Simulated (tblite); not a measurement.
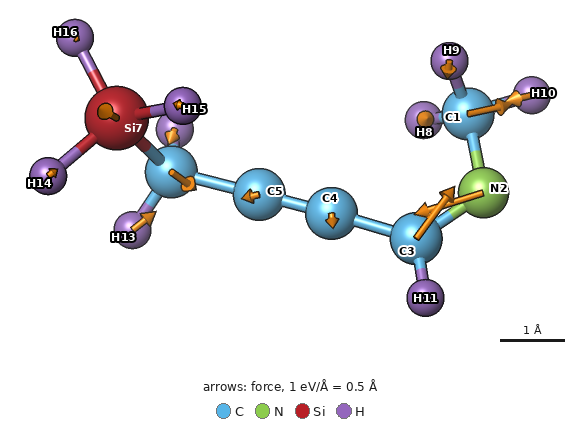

Starting geometry of C5H9NSi with the computed forces as orange arrows. The picture is a ball-and-stick view, seen at a tilt.

Level of theory: GFN2-xTB geometry optimisation, gas phase in tblite 0.8.0. 

Is this structure relaxed? If not, where do the atoms go?

It isn't relaxed: the largest force vector, on the N atom, is 2.32 eV/Å. The final displacements have little in common with the starting forces (cosine between the two patterns 0.14). After 139 geometry steps the energy has fallen by 7.96 kcal/mol. The atom that moves furthest after the best rigid fit is an H atom (1.19 Å). By element the largest moves are H 1.19 Å, C 0.21 Å, N 0.12 Å, Si 0.06 Å. Near-neighbour distances that change, for instance: C–Si 1.871 → 1.918 Å, C–H 1.134 → 1.092 Å, C–N 1.305 → 1.264 Å, H–Si 1.491 → 1.463 Å. Among the angles between lasting bonds that change: C–Si–H 112.7° → 107.0°, C–N–C 116.0° → 121.4°, N–C–C 123.4° → 128.2°. Groups turn about C–Si by about 50°, C–N by about 40°.
